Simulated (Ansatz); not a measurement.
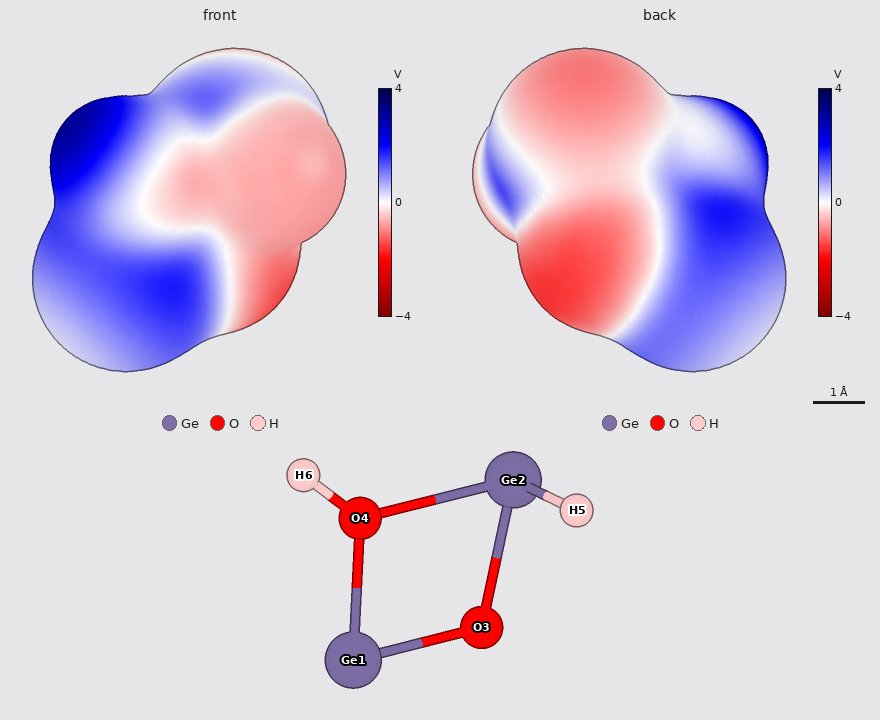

*Ge2H2O2 (SMILES [O+]1=[Ge-][OH+][GeH-]1). The electrostatic potential painted on the density surface at 0.002 e/bohr³, seen from the front and from behind; the colour scale runs from red (negative) to blue (positive). The bare structure is drawn below in the same view.*

Geometry: PBE0-D3(BJ)/def2-SVP.

All numbers below come from isolated molecule in a Gaussian basis; Kohn-Sham density functional theory, functional PBE0 (Ansatz).

The calculation's input:

```
crystal:
  periodic: [false, false, false]
  atoms:
    - {symbol: Ge, position_ang: [0.953534, 1.059421, 0.213432]}
    - {symbol: Ge, position_ang: [-0.434064, -0.401078, -1.944151]}
    - {symbol: O, position_ang: [0.423197, 1.217059, -1.429123]}
    - {symbol: O, position_ang: [0.034464, -0.607476, 0.139252]}
    - {symbol: H, position_ang: [-1.909173, 0.109794, -1.567791]}
    - {symbol: H, position_ang: [0.056683, -1.352600, 0.750821]}
basis:
  gaussian:
    orbitals: def2-TZVPD
magnetization:
  spin_polarized: false
output: {forces: true, orbitals: {seedname: orbitals}}
hamiltonian:
  xc: pbe0
```

Launched as:

```sh
ansatz run input.yaml --threads 1 --pin off --max-ram 2610MiB --events-out events.jsonl --progress --plain --runs-dir runs
```

**Where is the surface potential most negative and most positive?**

The most negative region (about −1.6 V) lies over O3, the most positive (about +3.0 V) over H6. O3 is the likeliest acceptor of a hydrogen bond.
